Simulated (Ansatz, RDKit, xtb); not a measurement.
# Si3H8SO: which of the isomers drawn lies lowest?

A sample of isomers of Si3H8SO is drawn. Aim: find which of them has the lowest free energy at 298.15 K, then its properties. The sample is small against all isomers, and the most stable one of this formula need not be in it.

The funnel: GFN2-xTB relaxations, single points with a density functional, relaxations at PBE0-D3(BJ)/def2-SVP, harmonic vibrations (at GFN2-xTB), and a last energy at a higher level. All values are calculated.

## (1) Drawing up candidates

Isomers were taken from a list of plausible structures; this is a sample, not all of them. That gives 5 candidates.

```csv
label,SMILES,spin
c279,O[Si]([SiH3])([SiH3])S,singlet
c570,O[Si@@H](S)[SiH2][SiH3],singlet
c602,O[SiH2][Si@@H]([SiH3])S,singlet
c857,O[SiH2][SiH2][SiH2]S,singlet
c967,O[Si@@H]([SiH3])[SiH2]S,singlet
```

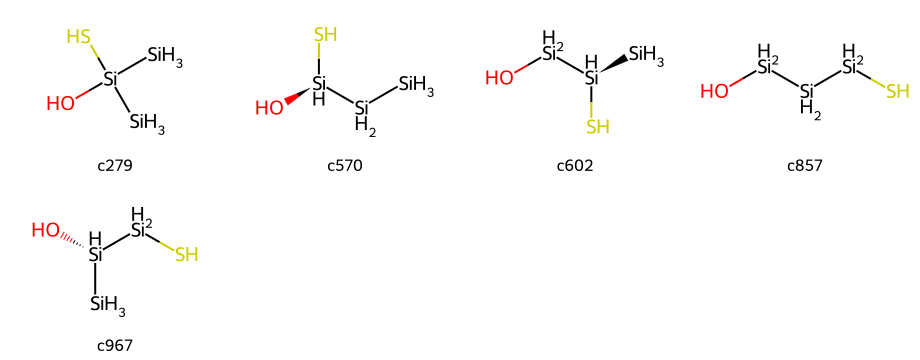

Structural formulas of the candidates.

Candidates are built by distance geometry, with a force field where one applies, in up to four conformers (letters a to d).

Q: Predict the outcome of this search (final energies at CCSD(T)/def2-SVP + MP2/def2-TZVPP - MP2/def2-SVP).

| quantity | value |
| --- | --- |
| lowest structure found | O[Si@@H](S)[SiH2][SiH3], singlet |
| next finalist | O[Si]([SiH3])([SiH3])S, singlet, 1.5 kcal/mol higher in G |
| share at equilibrium, among the finalists | 92.7 % |

`O[Si@@H](S)[SiH2][SiH3]` comes out lowest. The margin, 1.5 kcal/mol, is modest. HF/STO-3G, r2SCAN-D4/def2-SVP, PBE0-D3(BJ)/def2-SVP, HF/def2-SVP and MP2/def2-SVP already put its bonding pattern lowest among the structures in one piece; GFN2-xTB favours the singlet O[SiH2][Si@@H]([SiH3])S. 8 minima inside the window were never screened. The search is not exhaustive (a finite list of starts, one conformer a finalist), so a lower isomer can't be ruled out. Only 5 drawn patterns were tried, so whole families of isomers are missing, and the result ranks this sample alone. The lowest isomer need not be the one that is made and kept in a bottle, which depends on barriers.
